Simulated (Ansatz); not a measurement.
Stretching the Ge1–F2 bond in F2Ge (SMILES [F][Ge][F]) (multiplicity 1 held, fragments rigid). Energies count from the point at 1.758 Å.
Geometry at that point (charge 0, multiplicity 1):
```xyz
3

Ge     0.03526    -0.02086     0.41569
F      0.59947     1.18027    -0.73783
F     -0.72486    -1.10611    -0.74020
```

R- and RO- levels are restricted; in cc, def2 and unpolarised 6-31G sets they are followed outwards from rest. Unrestricted levels (U-) break spin symmetry where that is lower. Left out are points that failed, MP2 points that dive below the minimum, coupled-cluster points behind a jump of the amplitudes or a sharp parting from full CI or MRCI, small-basis points behind a change of solution, and semi-empirical points at long bonds. Curves can end on different states.

Correlated levels freeze the cores. Filled d and f shells under p-block atoms count as core.

Run with Ansatz (Gaussian orbitals). Each number belongs to the level named beside it.

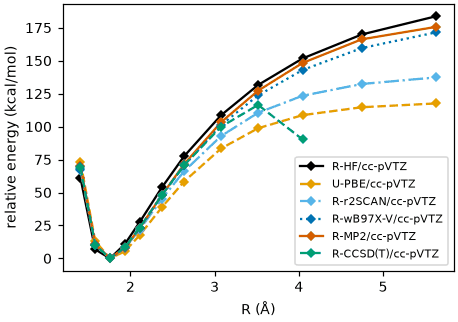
Figure. Relative energy along the coordinate

Problem. Read off the U-PBE/cc-pVTZ curve at R = 3.517.

Solution. about 99 kcal/mol

Doubts at one or more of the structures used: a restricted determinant that unrestricted orbitals would lower (R-HF/cc-pVTZ, R-r2SCAN/cc-pVTZ, R-wB97X-V/cc-pVTZ, R-MP2/cc-pVTZ, R-CCSD(T)/cc-pVTZ); a spin-contaminated determinant (U-PBE/cc-pVTZ); T1 above 0.05 (R-CCSD(T)/cc-pVTZ); other coupled-cluster roots lie near (R-CCSD(T)/cc-pVTZ).

Ansatz is a program for electronic structure.
